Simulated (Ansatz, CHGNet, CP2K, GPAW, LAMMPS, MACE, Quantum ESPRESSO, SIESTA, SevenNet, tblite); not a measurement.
# How far do other methods lie from plane waves? Amorphous Si (114 atoms)

One geometry of amorphous Si (114 atoms) is solved by several programs and methods. How far do their forces lie from a plane-wave PBE run?

Results are calculated, not measured.

## Step 1: The cell

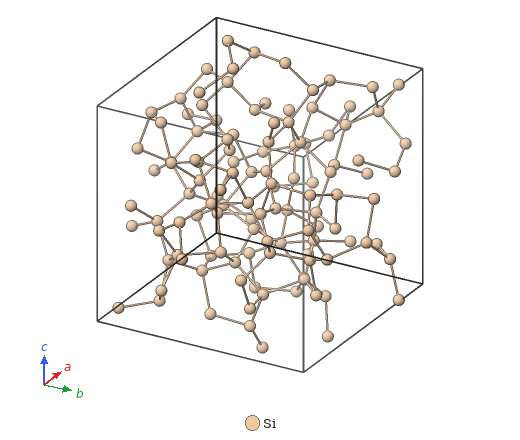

The cell (silicon light orange). Some periodic images of atoms are drawn too.

The cell holds 114 atoms (114 Si), with edges of 13.28, 13.28 and 13.28 Å. Recipe: 114 atoms (114 Si) placed at random at 2.27 g/cm³, melted at 3500 K for 10 ps at fixed volume with the Tersoff potential (Tersoff, Phys. Rev. B 39, 5566 (1989)). Quenched from 3500 K to 700 K at 10 K/ps and fixed volume, annealed at 1200 K for 20 ps, held 5 ps. The density is 2.27 g/cm³.

## Step 2: The reference input

Quantum ESPRESSO 7.5: Kohn-Sham DFT, PBE, SSSP efficiency 1.3.0 pseudopotentials, plane waves. Its input, pw.in:

```
&control
  calculation = 'scf'
  pseudo_dir = './pseudo'
  outdir = './tmp'
  disk_io = 'none'
  tprnfor = .true.
  tstress = .true.
/
&system
  ibrav = 0
  nat = 114
  ntyp = 1
  ecutwfc = 45
  ecutrho = 360
  nosym = .true.
  occupations = 'smearing'
  smearing = 'fd'
  degauss = 0.003675
/
&electrons
  conv_thr = 5.7e-07
  electron_maxstep = 100
  mixing_beta = 0.2
  mixing_mode = 'local-TF'
  diagonalization = 'david'
/
ATOMIC_SPECIES
Si 28.085 Si.upf
CELL_PARAMETERS angstrom
13.28010 0.00000 0.00000
0.00000 13.28010 0.00000
0.00000 0.00000 13.28010
ATOMIC_POSITIONS crystal
Si 0.27271 0.45527 0.53575
Si 0.65663 0.82404 0.83841
Si 0.28044 0.28470 0.54529
Si 0.68500 0.36899 0.78863
[... 108 atom lines left out ...]
Si 0.62556 0.03781 0.21191
Si 0.22034 0.94236 0.57356
K_POINTS gamma
```

```console
$ OMP_NUM_THREADS=1 mpirun -np 4 pw.x -in pw.in > output.txt
```

Elapsed: 4.5 min, on 4 MPI ranks of Arm Neoverse V2, shared host; peak memory 9.2 GiB.

It converged with an r.m.s. force component of 0.81 eV/Å and a pressure of 0.75 GPa.

## Step 3: What was run beside it

- CHGNet: machine-learned potential, published weights.
- CP2K 2026.2: Gaussian basis with GTH pseudopotentials and a plane-wave density; labels give functional, basis (MOLOPT sets; SR short-range, UZH the newer set with its own potentials), grid cutoff/relative cutoff and solver (OT: orbital transformation; TRS4, TC2, SIGN: linear-scaling purification with its sparsity filter), or its built-in tight binding.
- GPAW 26.7.0: PAW with atomic orbitals (LCAO), plane waves or a real-space grid of spacing h.
- MACE: machine-learned potential, published weights.
- SIESTA 5.4.2: numerical atomic orbitals, whose automatically made sets are far from complete, with PseudoDojo norm-conserving potentials that we converted to its format (checked against plane waves on the same files for H, C, O, Si, Ge and Ca alone); labels give functional, basis size, energy shift and mesh cutoff.
- SevenNet: machine-learned potential, published weights.
- tblite 0.8.0: extended tight binding, driven from Python.

All use the same cell and atoms, and the electronic-structure runs the same k-mesh.

## Step 4: Side by side

Differences are against the reference: forces as r.m.s. over components, share as that over the reference's r.m.s. force, slope as the fitted ratio of a run's forces to the reference's.

| run | Δ force, r.m.s. (meV/Å) | share (%) | slope | Δ pressure (GPa) | cores | CPU time | memory (GiB) |
| --- | --- | --- | --- | --- | --- | --- | --- |
| reference | - | - | - | - | 4 | 18 min | 9.2 |
| CHGNet r2SCAN potential | 427 | 52.5 | 0.520 | -1.50 | 1 | 3.1 s | 0.87 |
| CP2K GFN1-xTB, diagonalisation | 239 | 29.4 | 1.177 | 6.18 | 1 | 56 s | 0.34 |
| CP2K LDA, DZVP-MOLOPT-SR, 350/50 Ry, diagonalisation | 62.5 | 7.69 | 0.957 | -3.66 | 2 | 3.9 min | 2.5 |
| CP2K PBE, DZVP-UZH, 175/50 Ry, diagonalisation (coarse) | 37.1 | 4.56 | 1.007 | -0.221 | 2 | 8.7 min | 1.3 |
| CP2K PBE, DZVP-UZH, 350/50 Ry, diagonalisation | 37.1 | 4.56 | 1.007 | -0.221 | 4 | 9.6 min | 4.0 |
| CP2K PBE, SZV-MOLOPT-SR, 350/50 Ry, diagonalisation (coarse) | 368 | 45.3 | 1.334 | 6.37 | 1 | 2.4 min | 2.3 |
| CP2K PBE, TZVP-UZH, 350/50 Ry, diagonalisation | 24.9 | 3.07 | 0.999 | -0.103 | 4 | 11 min | 4.3 |
| GPAW PBE, LCAO dzp, h 0.2 Å | 46.1 | 5.67 | 1.044 | - | 2 | 8.4 min | 2.8 |
| GPAW PBE, LCAO dzp, h 0.2 Å, other mixer settings | 45.9 | 5.65 | 1.044 | - | 2 | 11 min | 2.8 |
| GPAW PBE, LCAO dzp, h 0.22 Å (coarse) | 45.9 | 5.65 | 1.044 | - | 2 | 6.3 min | 2.1 |
| GPAW PBE, LCAO sz(dzp), h 0.2 Å (coarse) | 372 | 45.8 | 1.357 | - | 1 | 1.7 min | 1.9 |
| GPAW PBE, LCAO szp(dzp), h 0.2 Å (coarse) | 144 | 17.7 | 1.111 | - | 1 | 5.7 min | 2.5 |
| MACE MPA-0 medium potential | 186 | 22.9 | 0.837 | 0.0819 | 1 | 7.5 s | 1.0 |
| SIESTA PBE, DZ, shift 0.01 Ry, mesh 300 Ry (coarse) | 180 | 22.2 | 1.149 | 6.04 | 1 | 2.9 min | 1.2 |
| SIESTA PBE, DZP, shift 0.002 Ry, mesh 300 Ry | 63.8 | 7.85 | 1.062 | 1.31 | 2 | 21 min | 3.6 |
| SIESTA PBE, DZP, shift 0.01 Ry, mesh 300 Ry | 47.0 | 5.79 | 1.047 | 0.556 | 2 | 8.5 min | 2.4 |
| SIESTA PBE, SZ, shift 0.01 Ry, mesh 300 Ry (coarse) | 457 | 56.2 | 1.444 | 9.96 | 1 | 2 min | 0.99 |
| SevenNet 0 potential | 239 | 29.5 | 0.765 | 0.159 | 1 | 6.8 s | 0.87 |
| tblite GFN1-xTB | 309 | 38.0 | 1.149 | 8.80 | 1 | 8.8 s | 0.23 |

Rows marked coarse were listed beforehand as settings not expected to be converged; some can still land near the reference.

Times of the machine-learned potentials are mostly Python's start and the loading of weights.

Runs without a result: tblite GFN2-xTB (not converged).

CPU time is summed over cores on shared hosts, so it is rough.

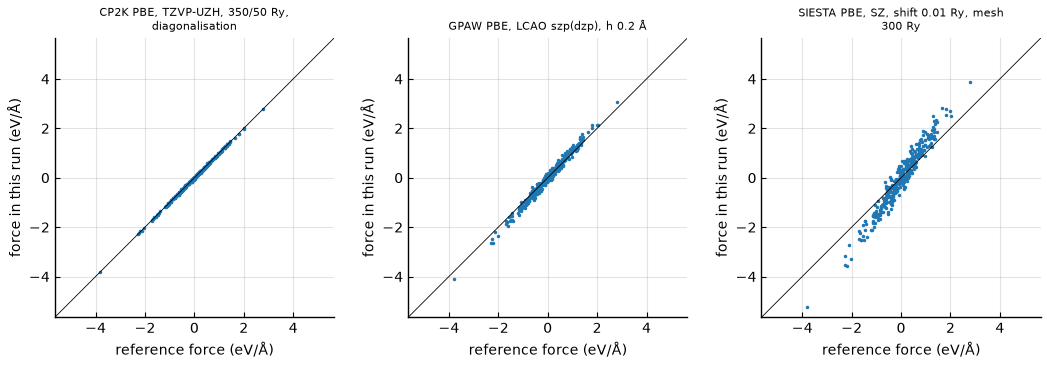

Force components against those of the reference; the line marks equality.

## Step 5: What came out

Forces lie from 3.1 % (CP2K PBE, TZVP-UZH, 350/50 Ry, diagonalisation) to 56 % (SIESTA PBE, SZ, shift 0.01 Ry, mesh 300 Ry, coarse) of the reference's r.m.s. force of 0.81 eV/Å away from it. The PBE runs in local orbitals, coarse settings apart, differ by 3.1 % (CP2K PBE, TZVP-UZH, 350/50 Ry, diagonalisation) to 7.8 % (SIESTA PBE, DZP, shift 0.002 Ry, mesh 300 Ry); basis, grid and potentials can all enter. Tight binding differs by 29 % (CP2K GFN1-xTB, diagonalisation) to 38 % (tblite GFN1-xTB); it is another model, with fitted parameters of its own, and the xTB methods hold dispersion. Machine-learned potentials differ by 23 % (MACE MPA-0 medium potential) to 52 % (CHGNet r2SCAN potential); they were trained on other programs' data, some at another functional. Among those trained on PBE data the slope goes as low as 0.77, which softening far from their training structures can give, though the reference's k-sampling is untested too.

Rows with another functional or a dispersion term differ by 7.7 % (CP2K LDA, DZVP-MOLOPT-SR, 350/50 Ry, diagonalisation), which mixes the change of model with differences of basis and potentials. Runs with settings chosen to be coarse differ by 4.6 % (CP2K PBE, DZVP-UZH, 175/50 Ry, diagonalisation) to 56 % (SIESTA PBE, SZ, shift 0.01 Ry, mesh 300 Ry), their programs' other errors included. SIESTA PBE, SZ, shift 0.01 Ry, mesh 300 Ry stiffens the forces by a factor of 1.44 while following their directions (correlation 0.973); the slopes of the 4 SIESTA runs lie between 1.05 and 1.44. From CP2K PBE, DZVP-UZH, 175/50 Ry, diagonalisation to the finer CP2K PBE, DZVP-UZH, 350/50 Ry, diagonalisation the share goes from 4.56 to 4.56 %, so the grid isn't what parts these runs from the reference. From GPAW PBE, LCAO dzp, h 0.22 Å to the finer GPAW PBE, LCAO dzp, h 0.2 Å, other mixer settings the share goes from 5.65 to 5.65 %, so the grid isn't what parts these runs from the reference. Pressures at PBE, coarse settings apart, lie -0.22 to +1.31 GPa from the reference's.

Caveats: Periodic xTB results under one method name differ between programs and library versions. The reference's pressure holds the uncorrected Pulay stress of its 45 Ry basis, so small pressure differences may be the reference's own error. Machine-learned potentials mimic data converged in k, so the reference's own k-point error enters their differences. The quench rate of 10 K/ps is many orders above laboratory rates, so the cell is likely richer in defects and strain than a real sample. The network of bonds at the start is that of the classical potential that made the cell, and needn't be the one that DFT or experiment would give. The electronic-structure runs sample only Γ, in a cell whose shortest periodic width is 13 Å, which is coarse for a cell with partly filled levels. Where levels are smeared, the DFT runs use Fermi–Dirac occupations at 580 K (0.05 eV), and energies are free energies. The reference's cutoffs and mesh weren't converged further here.

[Logs are printed without paths, hosts, clocks, repeated set-up lines and the standing remarks that a program may print on its own settings, such as how far it seeks lower states.]

[Hosts, paths, dates, database ids (printed as entryN), source tags and the programs' standing remarks are cut or masked in the printed files.]

[Cells were taken only where this reference lay near another plane-wave run.]
